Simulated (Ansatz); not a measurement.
TiC: response to strain

Consider TiC in the rock salt structure (space group Fm-3m, No. 225; a = 4.329 Å; relaxed with 0.1 eV smearing). Axes: x, y, z lie along the cube axes.

Strains are applied to the cell and any free atomic positions relax.

The values are results of plane-wave PAW DFT at the r2SCAN level (Ansatz, an electronic-structure program, 500 eV), no SOC, earlier PAW set, not measurements.

Notes on the quantities. pressure: mean of the normal stresses, compression positive.

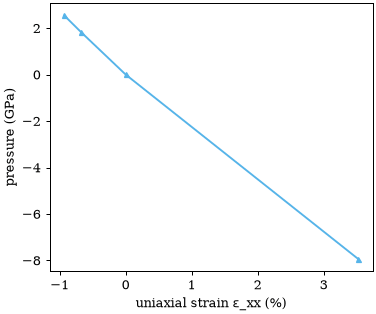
Figure. Pressure against uniaxial strain ε_xx

```tsv
uniaxial strain ε_xx (%)	pressure
-0.93	2.5 GPa
-0.67	1.8 GPa
3.52	-7.9 GPa
```

Whether these cells are dynamically stable was not tested. All final runs are without spin polarisation.
